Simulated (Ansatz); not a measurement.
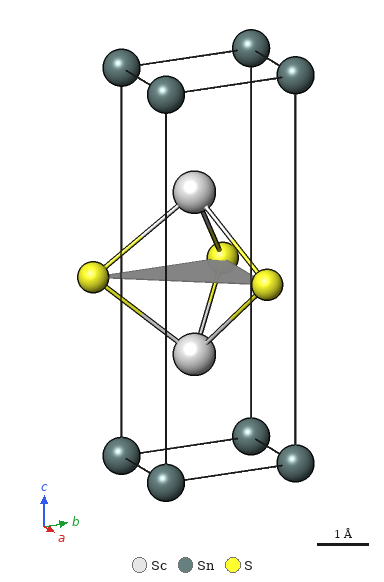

An orthographic polyhedral view of the structure, slightly off an axis. Thin lines show the conventional unit cell, with boundary atoms drawn in all their periodic places. Some neighbours outside the box are added.

Sc2SnS, space group P-6m2 (No. 187), a = 3.549 Å, b = 3.549 Å, c = 7.711 Å, α = 90.00°, β = 90.00°, γ = 120.00°. The model was built from a structure type filled with these elements by a generator (whether the compound takes this form wasn't checked). Earlier steps of the study, as a rule a relaxation of our own, may have changed the cell and positions, so they can lie some per cent off the listed ones. Ansatz was used for an electronic-structure calculation on it.

This one geometry was computed with Ansatz (DFT, plane waves, PAW) at three levels of theory: LDA, r2SCAN and PBE.

Question: Which level gives the highest pressure at this volume, and what does that say about its equilibrium volume?

Answer: Highest: PBE (0.0 GPa), which points to the largest equilibrium volume. Lowest, with the smallest volume: LDA (-5.9 GPa). Levels within 0.5 GPa of each other can't be told apart.

Question: How does the band gap change with the level of theory?

Answer: All levels give a metal.

Question: Collect the results in a table.

Answer:
| level | cutoff (eV) | k-mesh of the run's cell | gap (eV) | pressure (GPa) |
| --- | --- | --- | --- | --- |
| LDA | 420 | 18×18×6 | metal | -5.9 |
| r2SCAN | 500 | 18×18×6 | metal | -0.7 |
| PBE | 420 | 18×18×6 | metal | 0.0 |

Gaps are taken on the k-mesh or band path of each run.
